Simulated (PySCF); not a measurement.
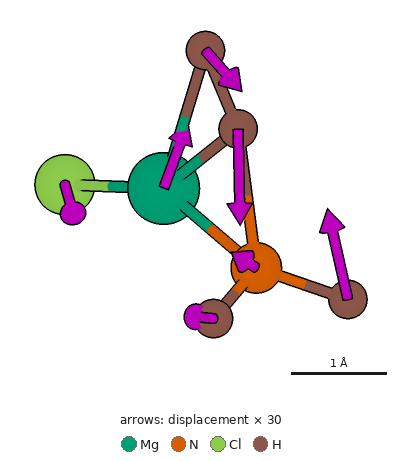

This is a relaxation of MgNH4Cl. The starting structure is drawn; purple arrows show the displacements, magnified 30 times. The two geometries are superimposed by the best rigid fit.

A ball-and-stick model, seen from a free direction.

The reaction that was planned forms Mg1–H5, N2–H4 and breaks Mg1–N2, H4–H5 (atoms numbered from 1 in input order).

Method: RKS PBE0-D4/def2-TZVP, partitioned rational-function steps on a Bofill-updated Hessian in PySCF 2.14.0. 

Question: What did the optimiser do to the structure, and how much energy did it gain?

Answer: The energy falls by 0.45 kJ/mol in 6 geometry steps. The largest moves after the best rigid fit, 0.034 Å, are those of H atoms. Largest moves by element: H 0.034 Å, Cl 0.032 Å, Mg 0.025 Å, N 0.013 Å. Some distances before and after: H–N 1.478 → 1.437 Å, H–Mg 1.971 → 1.938 Å, H–Mg 1.899 → 1.874 Å, Cl–Mg 2.211 → 2.190 Å. Among the angles between lasting bonds that change: Cl–Mg–H 159.6° → 162.1°.
